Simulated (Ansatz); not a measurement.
**One shape, several levels: CH7BSi (SMILES CB[SiH3])**

Aim: a comparison of 4 runs (B3LYP/6-31G*, PBE0/def2-SVP, B3LYP/6-311+G**, CCSD(T)/6-31G**) of CH7BSi. 

The results are computed with Ansatz 0.2.0.

5 further runs of the same task are left out: 2 that didn't finish, 3 set aside as unsound or not needed.

## (1) Starting point

CH7BSi: 10 atoms, total charge 0, spin state singlet. SMILES: `CB[SiH3]`. Geometry: relaxed at PBE0-D4/def2-TZVP.

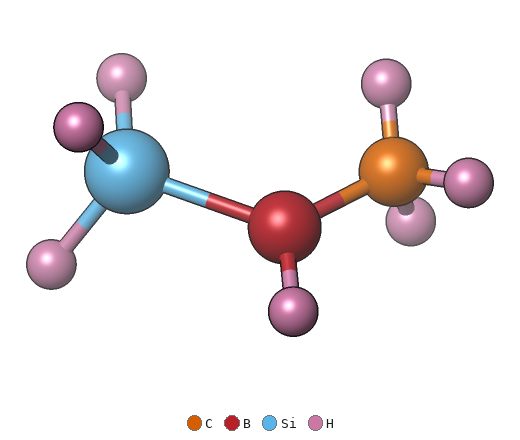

Viewed from a chosen angle; carbon orange, boron red, silicon blue, hydrogen pink.

## (2) Energy and gradient at B3LYP/6-31G(d) (spherical functions) (run 1)

run.yaml reads:

```yaml
crystal:
  periodic: [false, false, false]
  atoms:
    - symbol: C
      position_ang: [-1.087900, 0.975000, -0.576900]
    - symbol: B
      position_ang: [0.112000, 0.000300, -0.689900]
    - symbol: Si
      position_ang: [1.014100, -0.883100, 0.884800]
    - symbol: H
      position_ang: [-1.958400, 0.307500, -0.716200]
    - symbol: H
      position_ang: [-1.157900, 1.712200, -1.380000]
    - symbol: H
      position_ang: [-1.228600, 1.454100, 0.393400]
    - symbol: H
      position_ang: [0.516800, -0.288200, -1.783700]
    - symbol: H
      position_ang: [1.154200, -2.354100, 0.685500]
    - symbol: H
      position_ang: [0.324900, -0.654200, 2.186700]
    - symbol: H
      position_ang: [2.393700, -0.320800, 0.999300]
basis:
  gaussian:
    orbitals: 6-31G_st_-spherical.json
hamiltonian:
  xc: {name: B3LYP}
accuracy: high
output:
  forces: true
  orbitals: {seedname: orbitals}
```

The basis set 6-31G* is read from a file made from the Basis Set Exchange's data (not shown).

The run is started by

```
$ ansatz run run.yaml --threads 1 --pin off --max-ram 2610MiB --events-out events.jsonl --progress --plain --runs-dir runs
```

Output, shortened:

```text
Warning: RAYON_NUM_THREADS=1 ignored (pool sized by the plan → 1); use --threads N
Functional definition: B3LYP
  name "B3LYP"
[...]
1455 factors; integrals over basis functions are off by at most 3.7e-9 eV
[...]
mean field -9704.51748966 eV, -356.6344397868 hartree, gradient 6.4e-8 eV, S^2 0.000000; 0 other end points of the search recorded, 0 dependent functions left out
[...]
reference -9704.51753060 eV, -356.6344412914 hartree; 16, 16 occupied and 44, 44 virtual orbitals, 1455 factors
Total energy: -9704.51753060 eV, -356.6344412914 hartree
Atom 0 at    -1.087900     0.975000    -0.576900 Å, force    -0.117717     0.022951    -0.015724 eV/Å
Atom 1 at     0.112000     0.000300    -0.689900 Å, force     0.188287    -0.093505    -0.118745 eV/Å
Atom 2 at     1.014100    -0.883100     0.884800 Å, force     0.029681    -0.033404     0.034359 eV/Å
Atom 3 at    -1.958400     0.307500    -0.716200 Å, force    -0.106818    -0.038973    -0.007619 eV/Å
Atom 4 at    -1.157900     1.712200    -1.380000 Å, force    -0.007127     0.108584    -0.073538 eV/Å
Atom 5 at    -1.228600     1.454100     0.393400 Å, force    -0.027685     0.083447     0.093587 eV/Å
Atom 6 at     0.516800    -0.288200    -1.783700 Å, force    -0.016449     0.003480    -0.003111 eV/Å
Atom 7 at     1.154200    -2.354100     0.685500 Å, force     0.019719    -0.033066     0.024209 eV/Å
Atom 8 at     0.324900    -0.654200     2.186700 Å, force     0.007490    -0.010479     0.038621 eV/Å
Atom 9 at     2.393700    -0.320800     0.999300 Å, force     0.030620    -0.009033     0.027962 eV/Å
Dipole moment:    -0.205620     0.129236    -0.111803 e Å
```

Run time: 11 s. Hardware: 1 thread of Arm Neoverse N1, shared host.

## (3) Energy and gradient at PBE0/def2-SVP (run 2)

in.yaml reads:

```yaml
crystal:
  periodic: [false, false, false]
  atoms:
    - {symbol: C, position_ang: [-1.087900, 0.975000, -0.576900]}
    - {symbol: B, position_ang: [0.112000, 0.000300, -0.689900]}
    - {symbol: Si, position_ang: [1.014100, -0.883100, 0.884800]}
    - {symbol: H, position_ang: [-1.958400, 0.307500, -0.716200]}
    - {symbol: H, position_ang: [-1.157900, 1.712200, -1.380000]}
    - {symbol: H, position_ang: [-1.228600, 1.454100, 0.393400]}
    - {symbol: H, position_ang: [0.516800, -0.288200, -1.783700]}
    - {symbol: H, position_ang: [1.154200, -2.354100, 0.685500]}
    - {symbol: H, position_ang: [0.324900, -0.654200, 2.186700]}
    - {symbol: H, position_ang: [2.393700, -0.320800, 0.999300]}
basis:
  gaussian: {orbitals: def2-SVP}
hamiltonian: {xc: pbe0}
accuracy: high
output: {forces: true, orbitals: {seedname: orbitals}}
```

The run is started by

```
$ ansatz run in.yaml --threads 1 --pin off --max-ram 2610MiB --events-out events.jsonl --progress --plain --runs-dir runs
```

Output:

```text
Warning: RAYON_NUM_THREADS=1 ignored (pool sized by the plan → 1); use --threads N
[... 16 lines left out ...]
Total energy: -9694.58925636 eV, -356.2695839425 hartree
[... 10 lines left out ...]
Dipole moment:    -0.211671     0.131720    -0.110025 e Å
```

It took 13 s on 1 thread of Arm Neoverse N1, shared host; peak memory 0.25 GiB.

Run 3 isn't shown in full; the table further down has it.

## (4) Energy and gradient at CCSD(T)/6-31G(d,p) (spherical functions) (run 4)

input.yaml reads:

```yaml
basis:
  gaussian: {orbitals: 6-31G_st__st_-spherical.json}
crystal:
  periodic: [false, false, false]
  atoms:
    - {symbol: C, position_ang: [-1.087900, 0.975000, -0.576900]}
    - {symbol: B, position_ang: [0.112000, 0.000300, -0.689900]}
    - {symbol: Si, position_ang: [1.014100, -0.883100, 0.884800]}
    - {symbol: H, position_ang: [-1.958400, 0.307500, -0.716200]}
    - {symbol: H, position_ang: [-1.157900, 1.712200, -1.380000]}
    - {symbol: H, position_ang: [-1.228600, 1.454100, 0.393400]}
    - {symbol: H, position_ang: [0.516800, -0.288200, -1.783700]}
    - {symbol: H, position_ang: [1.154200, -2.354100, 0.685500]}
    - {symbol: H, position_ang: [0.324900, -0.654200, 2.186700]}
    - {symbol: H, position_ang: [2.393700, -0.320800, 0.999300]}
correlation: {method: ccsd_t, frozen_orbitals: {B: 1, C: 1, H: 0, Si: 5}}
scf: {omitted_lower_state_checks: [cluster_reference, increment]}
output: {forces: true, orbitals: {seedname: orbitals}}
accuracy: high
```

The basis set 6-31G** is read from a file made from the Basis Set Exchange's data (not shown).

The run is started by

```
$ ansatz run input.yaml --threads 1 --pin off --max-ram 2610MiB --events-out events.jsonl --progress --plain --runs-dir runs
```

Output:

```text
Warning: RAYON_NUM_THREADS=1 ignored (pool sized by the plan → 1); use --threads N
[... 11 lines left out ...]
7 core orbitals not correlated: weight in the atoms' cores, before any rotation towards them, 1.000 or more for the frozen orbitals, at most 0.000 for the correlated occupied ones
[... 25 lines left out ...]
Total energy: -9684.77393826 eV, -355.9088776555 hartree
[... 10 lines left out ...]
Dipole moment:    -0.186289     0.117394    -0.101322 e Å
Checks for a lower state left out: cluster_reference, increment
```

Run time: 83 s. Hardware: 1 thread of Arm Neoverse N1, shared host; peak memory 0.67 GiB.

## (5) All runs side by side

```tsv
run	level	frozen core orbitals	energy (Eh)	dipole moment (D)	HOMO energy (eV)	LUMO energy (eV)	wall time
1	B3LYP/6-31G* (spherical functions)	–	-356.634441	1.28	-7.58	-1.69	11 s
2	PBE0/def2-SVP	–	-356.269584	1.31	-7.91	-1.77	13 s
3	B3LYP/6-311+G**	–	-356.685211	1.18	-7.75	-2.00	24 s
4	CCSD(T)/6-31G** (spherical functions)	7	-355.908878	1.16	-10.78	2.20	83 s
```

## (6) Outcome

| quantity | value |
| --- | --- |
| run 4: total energy | -355.90888 Eh |
| run 4: dipole moment (correlated density) | 1.16 D |
| run 4: HOMO energy (Hartree–Fock orbitals) | -10.78 eV |
| run 4: LUMO energy (Hartree–Fock orbitals) | 2.20 eV |
| run 4: HOMO–LUMO gap (Hartree–Fock orbitals) | 12.98 eV |
| run 4: correlation energy (7 core orbitals frozen) | -387.3 mEh |
| run 4: (T) correction | -9.40 mEh |
| run 4: T1 diagnostic | 0.010 |
| run 4: largest force on an atom | 0.483 eV/Å |

The dipole moment (its size) runs from 1.16 D (CCSD(T)/6-31G**) to 1.31 D (PBE0/def2-SVP). The two ends differ in method and basis. Over runs 1, 2, 3 the HOMO–LUMO gap runs from 5.76 eV (B3LYP/6-311+G**) to 6.14 eV (PBE0/def2-SVP). Totals of different functionals can't be ranked against each other. All runs together took 2.2 min, the longest 83 s.
